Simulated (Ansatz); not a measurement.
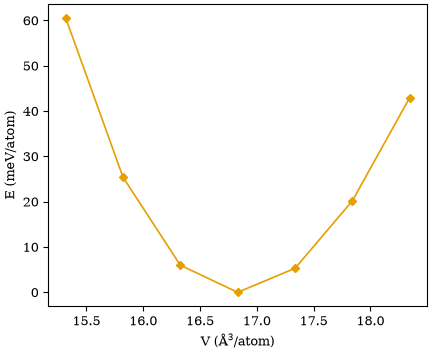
*TiSe in space group Pnma (No. 62; Ti on 4c, Se on 4c) under volume change, PBEsol (plane waves, PAW; program Ansatz), shape and atoms relaxed at each volume.*

Q: What does a third-order Birch–Murnaghan fit give for V₀, B₀ and B′?

A: V₀ = 16.83 Å³/atom, B₀ = 119 GPa, B′ = 4.7.

The workflow started from an entry of the Crystallography Open Database (COD), which files this formula under 2 space groups. Its standing as an ambient phase is unchecked. The PBEsol relaxation kept the symmetry of its start; whether a distortion lowers the energy is not shown. The run is not spin-polarised.

Potentials: the later of the program's two PAW sets.
